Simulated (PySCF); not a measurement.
```tsv
atom	x (Å)	y (Å)	z (Å)
Al	0.0000	0.0000	-1.9440
Ga	0.0000	0.0000	0.7610
```

Level of theory: PySCF 2.14.0, PBE0/x2c-SVPall, spin-free X2C-1e, Gaussian nucleus, at a bond length of 2.705 Å.

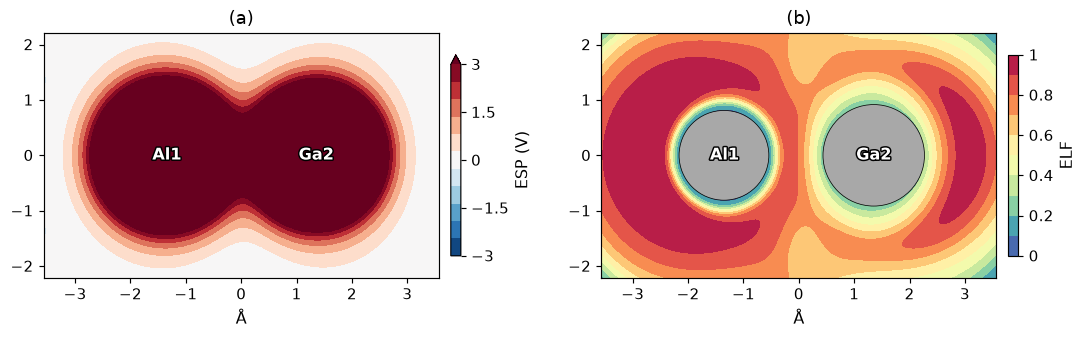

AlGa (triplet). (a) electrostatic potential; (b) ELF on a plane that holds the molecular axis. Grey discs cover the atomic cores in the ELF map.

Read the bonding off the picture.

- The section cuts through Al and Ga sites.
- Al–Ga (2.70 Å): the ELF peaks at about 0.85 between the atoms: localised, covalent bonding.
- The potential has no marked negative region in this plane.
